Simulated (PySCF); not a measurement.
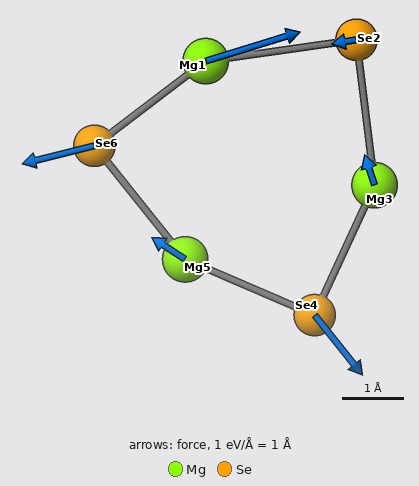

Starting geometry of Mg3Se3 with the computed forces as blue arrows. The picture is a ball-and-stick view, seen face on.

The start comes from GFN2-xTB. Its atoms were then displaced at random by about 0.03 Å.

Method: PBE0-D3(BJ)/def2-SVP geometry optimisation, gas phase in PySCF 2.14.0, density-fitted response routines. 

### Is this structure relaxed? If not, where do the atoms go?

It isn't relaxed: the largest force vector, on Mg1, is 1.65 eV/Å. The final displacements follow the starting forces only in part (cosine between the two patterns 0.74). Over 13 geometry steps the energy falls by 19.1 kJ/mol. The atom that moves furthest after the best rigid fit is Se4 (0.11 Å). By element the largest moves are Se 0.11 Å, Mg 0.10 Å. Near-neighbour distances that change, for instance: Mg1–Se6 2.310 → 2.417 Å, Se4–Mg5 2.317 → 2.418 Å, Mg1–Se2 2.505 → 2.418 Å, Mg3–Se4 2.374 → 2.420 Å. Among the angles between lasting bonds that change: Se2–Mg3–Se4 148.3° → 155.1°, Mg3–Se4–Mg5 91.2° → 85.3°, Se2–Mg1–Se6 150.7° → 154.4°.
